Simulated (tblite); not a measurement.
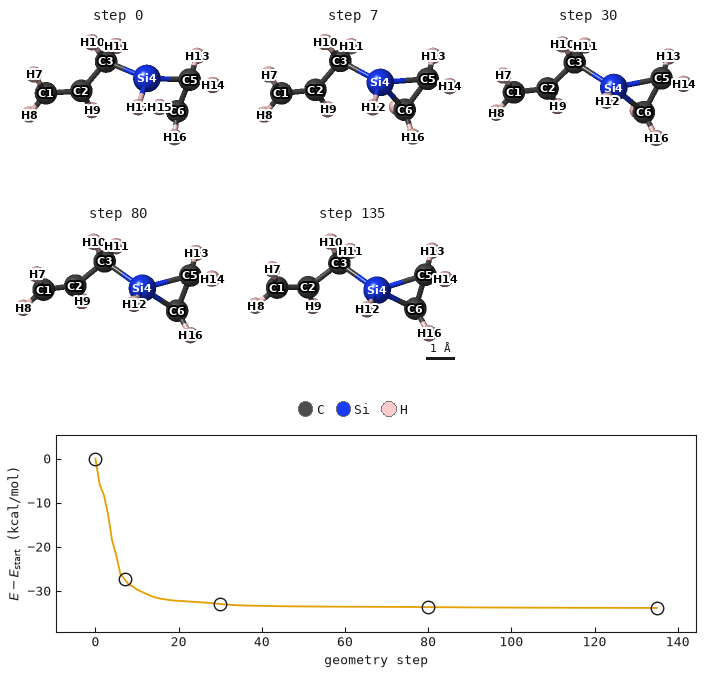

Frames of a relaxation of C₅H₁₀Si, marked on the history of the run. A ball-and-stick model, seen at a tilt.

The calculation used GFN2-xTB geometry optimisation, gas phase in tblite 0.8.0. 

Question: What happens along the run?

Answer: Over 135 geometry steps the energy falls by 33.9 kcal/mol. The largest move after the best rigid fit is that of H15, 0.79 Å. Largest moves by element: H 0.79 Å, Si 0.67 Å, C 0.31 Å. Some distances before and after: Si4–C6 2.276 → 1.883 Å, Si4–C5 1.766 → 1.883 Å, C5–C6 1.477 → 1.541 Å, C1–C2 1.356 → 1.321 Å. New bonds form: Si4–C6 (2.28 → 1.88 Å). Among the angles between lasting bonds that change: Si4–C5–C6 88.7° → 65.9°, H13–C5–H14 105.6° → 111.2°, Si4–C5–H14 115.4° → 120.0°. From step 0 to 7: C6 moves most (0.34 Å), energy −27.4 kcal/mol. From step 7 to 30: H16 moves most (0.32 Å), energy −5.61 kcal/mol. From step 30 to 80: H9 moves most (0.29 Å), energy −0.72 kcal/mol. From step 80 to 135: H12 moves most (0.30 Å), energy −0.18 kcal/mol.

```
step  E − E(0), kcal/mol
   0                0.00
   1               -5.85
   2               -8.19
   3              -12.47
   4              -18.57
   5              -21.98
   6              -26.19
   7              -27.35
   8              -28.54
   9              -29.02
  10              -29.72
  17              -31.97
  23              -32.43
  30              -32.97
  36              -33.31
  43              -33.45
  49              -33.52
  56              -33.57
  63              -33.59
  69              -33.61
  76              -33.66
  82              -33.69
  89              -33.73
  96              -33.77
 102              -33.80
 109              -33.81
 115              -33.81
 122              -33.82
 128              -33.84
 135              -33.87
```
